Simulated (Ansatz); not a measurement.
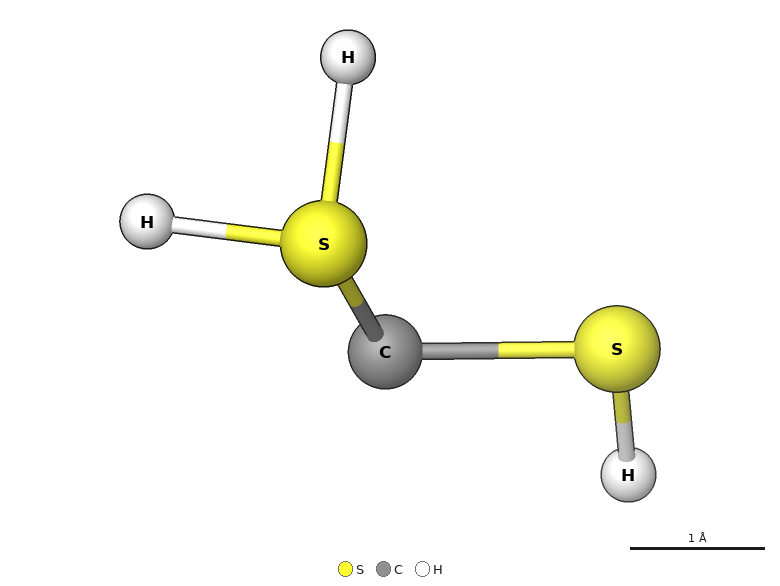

Every bond is drawn as one stick, whatever its order.

State: neutral, doublet. The computed structure is the end point of a PBE0-D4/def2-TZVP optimisation. No frequency run is at hand to confirm it as a minimum.

Which formula does it have?

Answer. CH3S2, 6 atoms: 1 carbon, 3 hydrogen and 2 sulfur.

How many atoms are distinct by symmetry?

Answer. 6: 1 S, 1 C, 1 S, 1 H, 1 H, 1 H.

How many bonds of each kind are drawn?

Answer. 3 S–H, 2 C–S. Sticks follow a distance rule.

Which point group does it belong to?

Answer. C1.

The parts below concern this one geometry. Atoms keep their numbers from picture to picture.

### Shape

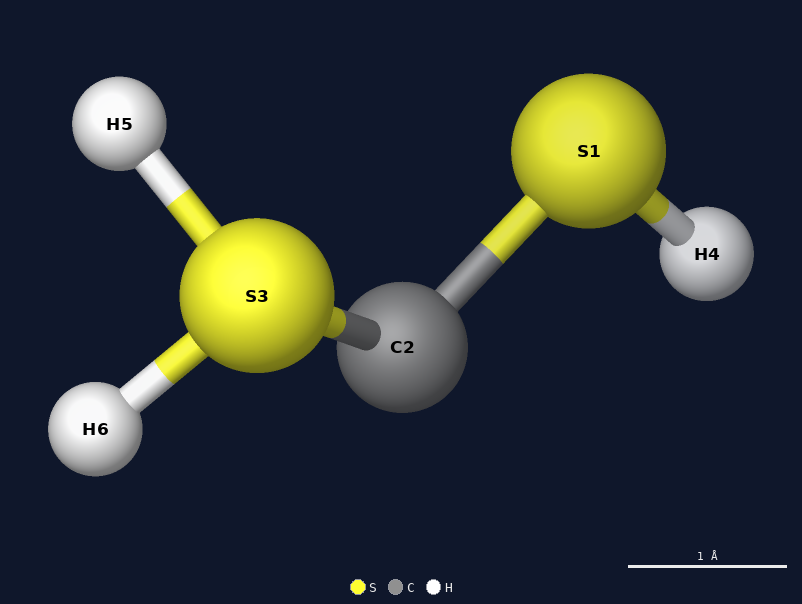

Numbered structure. No frequency run is at hand to confirm it as a minimum.

Which atoms are bonded, and how long are the bonds?

| bond | length (Å) |
| --- | --- |
| S1–C2 | 1.732 |
| S1–H4 | 1.345 |
| C2–S3 | 1.704 |
| S3–H5 | 1.403 |
| S3–H6 | 1.347 |

### Electronic properties

No frequency run is at hand to confirm it as a minimum. Properties computed with UHF-CCSD(T), frozen core/def2-TZVPP (Ansatz 0.2.0).

Computed properties:

- ⟨S²⟩ of the determinant: 0.773
- T1 diagnostic: 0.023

### Dipole moment

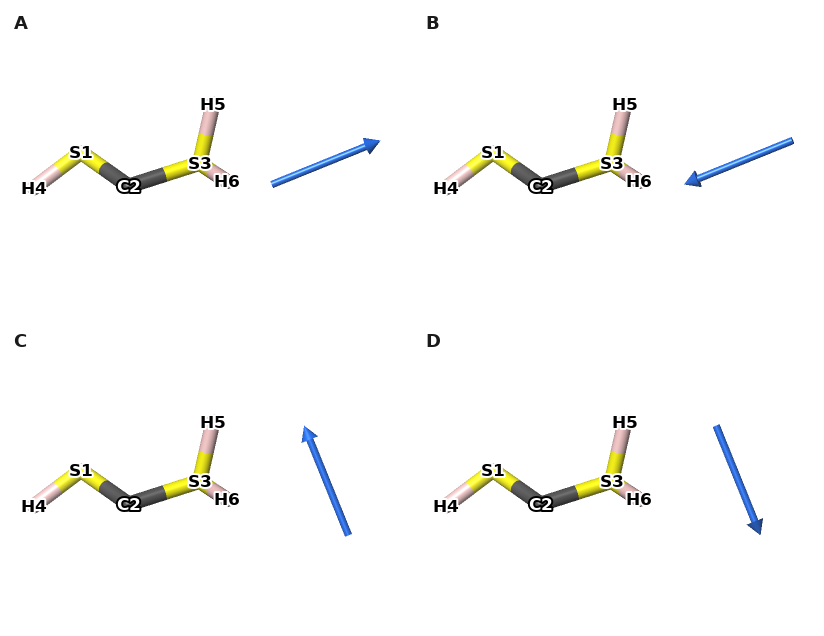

The same molecule four times, each with an arrow. No frequency run is at hand to confirm it as a minimum. Level of theory: UKS PBE0-D4/def2-TZVP (Ansatz 0.2.0).

Which arrow points along the dipole moment, from the negative to the positive end?

Answer. A. The dipole moment is 2.62 D; it points from the side of H4 to the side of H5 (the outermost atoms at the two ends).

### Charges

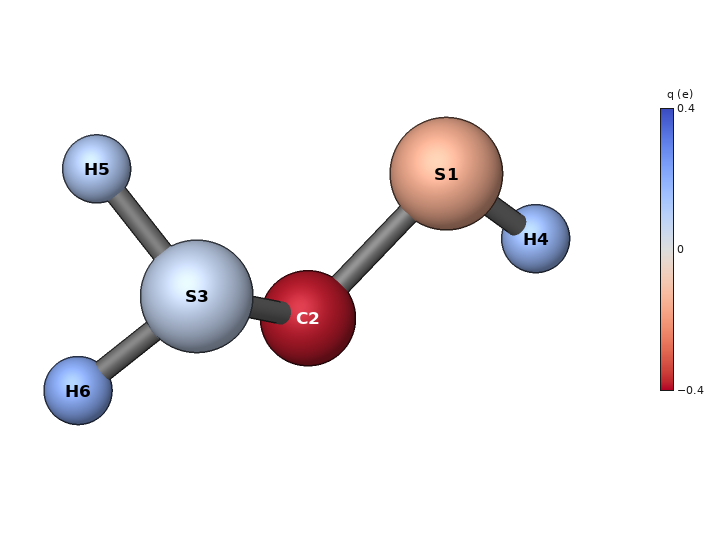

Atoms are coloured by their Mulliken charges. No frequency run is at hand to confirm it as a minimum. Method: UKS PBE0-D4/def2-TZVP (Ansatz 0.2.0).

Give the Mulliken charges atom by atom.

| atom | value (e) |
| --- | --- |
| S1 | −0.15 |
| C2 | −0.38 |
| S3 | 0.07 |
| H4 | 0.16 |
| H5 | 0.11 |
| H6 | 0.19 |

Mulliken values depend strongly on the basis set and can even reverse the polarity of a bond.
